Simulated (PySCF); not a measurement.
# C5H5OP: excited-state relaxation

Wanted: excited-state relaxation for C5H5OP (`Oc1cccpc1`).

Programs: PySCF 2.14.0, with routines of our own; each step states its level. All values are computed. Atoms count from 0.

## 1. The starting structure

12 atoms, charge 0, multiplicity 1; geometry from: GFN2-xTB.

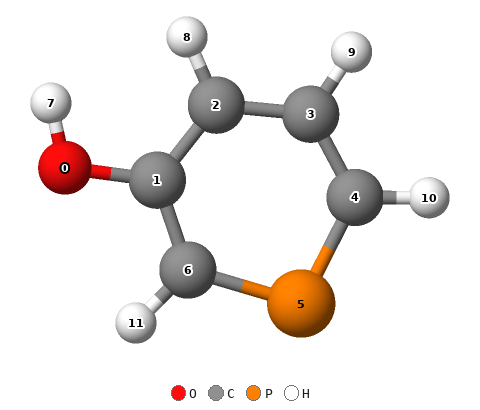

The starting geometry (oxygen red, carbon grey, phosphorus orange, hydrogen white).

## 2. Geometry optimisation at PBE/6-31+G*

Job settings and geometry (Å):

```
{"job": {"xc": "PBE", "basis": "6-31+G*", "grid": 1, "kind": "geom"}, "charge": 0, "multiplicity": 1}
O      2.359188     0.193424    -0.374998
C      1.035170    -0.067572    -0.195394
C      0.155248     0.952939     0.154299
C     -1.197711     0.738176     0.348320
C     -1.803275    -0.493286     0.216662
P     -0.986489    -1.961885    -0.208776
C      0.631133    -1.380273    -0.378060
H      2.536814     1.130152    -0.224321
H      0.550928     1.953855     0.277766
H     -1.810285     1.589238     0.618827
H     -2.869279    -0.563764     0.388628
H      1.399758    -2.091690    -0.648980
```

On the command line:

```sh
> OMP_NUM_THREADS=1 python excited_run.py task.json out
```

The driver reads the jobs from task.json and runs them one after another.

What it wrote:

```text
step   0  E = -609.60094868  max force = 0.013234
step   1  E = -609.60370118  max force = 0.003005
step   2  E = -609.60373100  max force = 0.000554
step   3  E = -609.60373051  max force = 0.000589
step   4  E = -609.60373217  max force = 0.000147
optimisation converged
```

Wall time 2.3 min (1 thread of Intel Xeon at 2.50GHz, shared host); peak memory 0.59 GiB.

Relaxation path:

```csv
step,energy from step 0 (eV),largest force component (eV/Å)
0,0.0000,0.6805
1,-0.0749,0.1545
2,-0.0757,0.0285
3,-0.0757,0.0303
4,-0.0757,0.0076
```

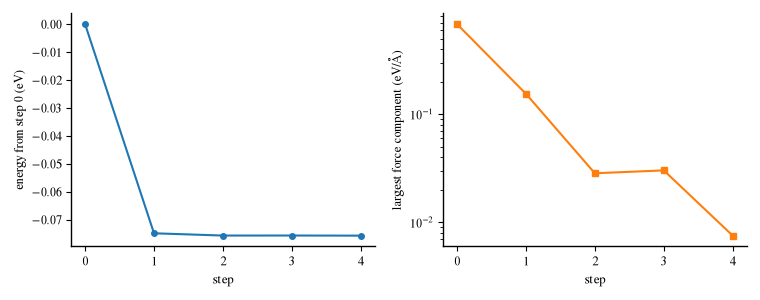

Energy and force, step by step.

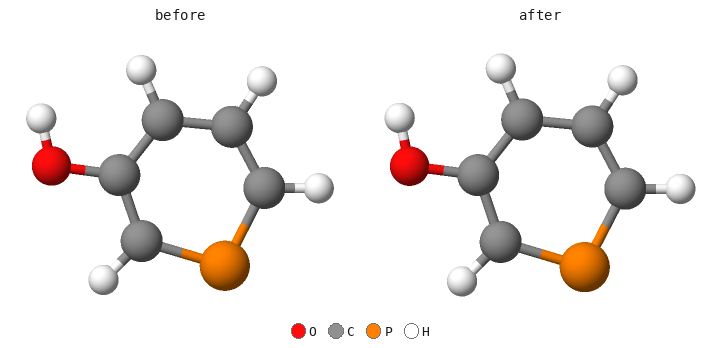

Before and after, at one scale.

Distances of close pairs at the start and the end, largest changes first:

```csv
bond,before (Å),after (Å),change (Å)
C3–C4,1.379,1.401,+0.023
P5–C6,1.727,1.748,+0.020
C4–P5,1.733,1.753,+0.020
C2–C3,1.384,1.403,+0.019
C1–C2,1.392,1.410,+0.018
C1–C6,1.386,1.403,+0.018
O0–C1,1.361,1.377,+0.015
C6–H11,1.082,1.097,+0.015
```

The next job starts from the end point, and lists it.

```csv
at the end point,value
point group (found at 0.08 Å tolerance),Cs
"rotational constants (GHz, main isotopes)","4.017, 2.025, 1.346"
dipole moment (D),2.99
```

## 3. Excited-state relaxation: TDDFT PBE/6-31+G*

Job settings and geometry (Å):

```
{"job": {"kind": "xopt", "state": "S1", "method": "TDDFT", "freq": false, "xc": "PBE", "basis": "6-31+G*", "grid": 1}, "charge": 0, "multiplicity": 1}
O      2.389885     0.456680    -0.310404
C      1.049567     0.200292    -0.129200
C      0.155682     1.232267     0.223001
C     -1.216254     1.012220     0.413840
C     -1.830607    -0.239517     0.275555
P     -0.994489    -1.720239    -0.150567
C      0.642278    -1.129704    -0.314394
H      2.560195     1.409815    -0.157494
H      0.548674     2.249337     0.352691
H     -1.834317     1.877599     0.686840
H     -2.911795    -0.309218     0.445947
H      1.421403    -1.852320    -0.586071
```

Method: TDDFT PBE/6-31+G* excited-state geometry optimisation, gas phase.

What it wrote:

```text
final grid: 49856 points
cycle   1  E = -609.4849937740  dE =  9.146e-01  |g| = 7.159e-01  |ddm| = 6.065e+00
cycle   2  E = -609.1646771482  dE =  3.203e-01  |g| = 1.366e+00  |ddm| = 9.156e+00
cycle   3  E = -609.5940878288  dE = -4.294e-01  |g| = 1.713e-01  |ddm| = 7.582e+00
cycle   4  E = -609.6016772143  dE = -7.589e-03  |g| = 8.148e-02  |ddm| = 7.110e-01
cycle   5  E = -609.6032153145  dE = -1.538e-03  |g| = 4.130e-02  |ddm| = 2.336e-01
cycle   6  E = -609.6036727327  dE = -4.574e-04  |g| = 1.367e-02  |ddm| = 1.764e-01
cycle   7  E = -609.6037216632  dE = -4.893e-05  |g| = 5.970e-03  |ddm| = 3.941e-02
cycle   8  E = -609.6037314999  dE = -9.837e-06  |g| = 1.468e-03  |ddm| = 1.482e-02
cycle   9  E = -609.6037320910  dE = -5.911e-07  |g| = 4.813e-04  |ddm| = 4.830e-03
cycle  10  E = -609.6037321590  dE = -6.803e-08  |g| = 1.951e-04  |ddm| = 1.282e-03
cycle  11  E = -609.6037321680  dE = -8.970e-09  |g| = 5.249e-05  |ddm| = 5.078e-04
cycle  12  E = -609.6037321687  dE = -6.958e-10  |g| = 3.144e-05  |ddm| = 2.446e-04
converged SCF energy = -609.6037321687

vertical S1 at the ground-state geometry: 4.0987 eV
step    E(state)/Eh    max force   excitation/eV  root
  0    -609.45168418   0.041363     4.0859      1
  1    -609.45899312   0.008303     3.8051      1
  2    -609.45921855   0.002086     3.7675      1
  3    -609.45925135   0.000481     3.7560      1
  4    -609.45925281   0.000578     3.7508      1
  5    -609.45925481   0.000349     3.7540      1
optimisation converged
vertical emission 3.7540 eV, adiabatic 3.9314 eV, Stokes shift 0.3447 eV, reorganisation 0.1673 (excited) and 0.1774 eV (ground)
```

It took 5.3 min on 1 thread of Intel Xeon at 2.50GHz, shared host; peak memory 0.68 GiB.

In short:

```csv
quantity,value
"vertical absorption, S1",4.10 eV
"adiabatic energy, S1",3.93 eV
"vertical emission, S1",3.75 eV
"Stokes shift, S1",0.34 eV
"geometry moved (RMSD), S1",0.051 Å
```

Bonds of the start that changed most:

```csv
bond,start (Å),end (Å)
C4–P5,1.753,1.822
P5–C6,1.748,1.804
C1–C2,1.410,1.425
C2–C3,1.403,1.414
C6–C1,1.403,1.414
O0–H7,0.980,0.986
```

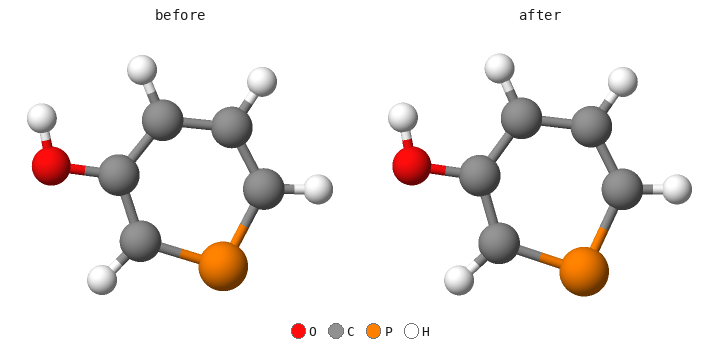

Before and after.

## 4. Excited-state relaxation: UKS PBE/6-31+G*

The job, as its differences from that of step 3:

```diff
@@ -1,2 +1,2 @@
-{"job": {"kind": "xopt", "state": "S1", "method": "TDDFT", "freq": false, "xc": "PBE", "basis": "6-31+G*", "grid": 1}, "charge": 0, "multiplicity": 1}
+{"job": {"kind": "xopt", "state": "T1", "method": "UKS", "freq": false, "xc": "PBE", "basis": "6-31+G*", "grid": 1}, "charge": 0, "multiplicity": 1}
 O      2.389885     0.456680    -0.310404
```

Level: UKS PBE/6-31+G* excited-state geometry optimisation, gas phase.

What it wrote:

```text
final grid: 49856 points
cycle   1  E = -609.4849937740  dE =  9.146e-01  |g| = 7.159e-01  |ddm| = 6.065e+00
cycle   2  E = -609.1646771482  dE =  3.203e-01  |g| = 1.366e+00  |ddm| = 9.156e+00
cycle   3  E = -609.5940878288  dE = -4.294e-01  |g| = 1.713e-01  |ddm| = 7.582e+00
cycle   4  E = -609.6016772143  dE = -7.589e-03  |g| = 8.148e-02  |ddm| = 7.110e-01
cycle   5  E = -609.6032153145  dE = -1.538e-03  |g| = 4.130e-02  |ddm| = 2.336e-01
cycle   6  E = -609.6036727327  dE = -4.574e-04  |g| = 1.367e-02  |ddm| = 1.764e-01
cycle   7  E = -609.6037216632  dE = -4.893e-05  |g| = 5.970e-03  |ddm| = 3.941e-02
cycle   8  E = -609.6037314999  dE = -9.837e-06  |g| = 1.468e-03  |ddm| = 1.482e-02
cycle   9  E = -609.6037320910  dE = -5.911e-07  |g| = 4.813e-04  |ddm| = 4.830e-03
cycle  10  E = -609.6037321590  dE = -6.803e-08  |g| = 1.951e-04  |ddm| = 1.282e-03
cycle  11  E = -609.6037321680  dE = -8.970e-09  |g| = 5.249e-05  |ddm| = 5.078e-04
cycle  12  E = -609.6037321687  dE = -6.958e-10  |g| = 3.144e-05  |ddm| = 2.446e-04
converged SCF energy = -609.6037321687

vertical T1 at the ground-state geometry: 3.1851 eV
step    E(state)/Eh    max force   <S^2>
  0    -609.48400799   0.095854    2.0154
  1    -609.49759714   0.016281    2.0146
  2    -609.49803035   0.016456    2.0144
  3    -609.50042818   0.004984    2.0145
  4    -609.50086752   0.004040    2.0146
  5    -609.50104252   0.004202    2.0147
  6    -609.50123135   0.001211    2.0147
  7    -609.50136932   0.001457    2.0146
  8    -609.50157882   0.009394    2.0139
  9    -609.50185029   0.004575    2.0139
 10    -609.50204970   0.003989    2.0136
 11    -609.50210719   0.001225    2.0131
 12    -609.50220669   0.000410    2.0132
 13    -609.50221372   0.000217    2.0132
optimisation converged
vertical emission 1.8522 eV, adiabatic 2.7625 eV, Stokes shift 1.3329 eV, reorganisation 0.4227 (excited) and 0.9103 eV (ground)
```

Wall time 9.6 min (1 thread of Intel Xeon at 2.50GHz, shared host); peak memory 0.58 GiB.

From this job:

```csv
quantity,value
"vertical gap at the ground-state geometry, T1",3.19 eV
"adiabatic energy, T1",2.76 eV
"vertical gap at the relaxed geometry, T1",1.85 eV
"difference of the two gaps, T1",1.33 eV
"geometry moved (RMSD), T1",0.299 Å
```

Bonds of the start that changed most:

```csv
bond,start (Å),end (Å)
C4–P5,1.753,1.864
P5–C6,1.748,1.818
C1–C2,1.410,1.465
C6–C1,1.403,1.369
C3–C4,1.401,1.376
C2–C3,1.403,1.427
```

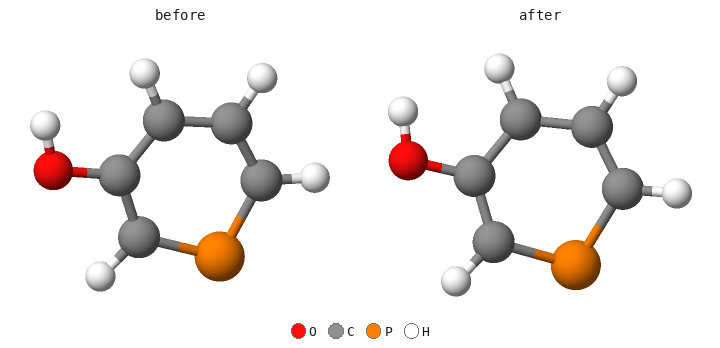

Before and after.

## 5. What came out

| quantity | value |
| --- | --- |
| point group | Cs |
| rotational constants (main isotopes) | 4.02, 2.02, 1.35 GHz |
| vertical absorption, S1 (step 3, TDDFT PBE/6-31+G*) | 4.10 eV |
| adiabatic energy, S1 (step 3, TDDFT PBE/6-31+G*) | 3.93 eV |
| vertical emission, S1 (step 3, TDDFT PBE/6-31+G*) | 3.75 eV |
| Stokes shift, S1 (step 3, TDDFT PBE/6-31+G*) | 0.34 eV |
| vertical gap at the ground-state geometry, T1 (step 4, UKS PBE/6-31+G*) | 3.19 eV |
| adiabatic energy, T1 (step 4, UKS PBE/6-31+G*) | 2.76 eV |
| vertical gap at the relaxed geometry, T1 (step 4, UKS PBE/6-31+G*) | 1.85 eV |
| difference of the two gaps, T1 (step 4, UKS PBE/6-31+G*) | 1.33 eV |

Over 4 steps the energy fell by 0.076 eV; of the close pairs, C3–C4 changed most, 1.379 to 1.401 Å. Where no frequencies were run, the relaxed excited state may be a saddle. In step 3 (excited-state relaxation), among the bonds C4–P5 changes most, from 1.753 to 1.822 Å. In step 4 (excited-state relaxation), among the bonds C4–P5 changes most, from 1.753 to 1.864 Å. The atoms move far more than that, so angles or torsions carry the main change. ΔSCF (UKS) and response values aren't on one footing and may follow different states, so their differences aren't method errors alone, and singlets and triplets from the two don't rank.
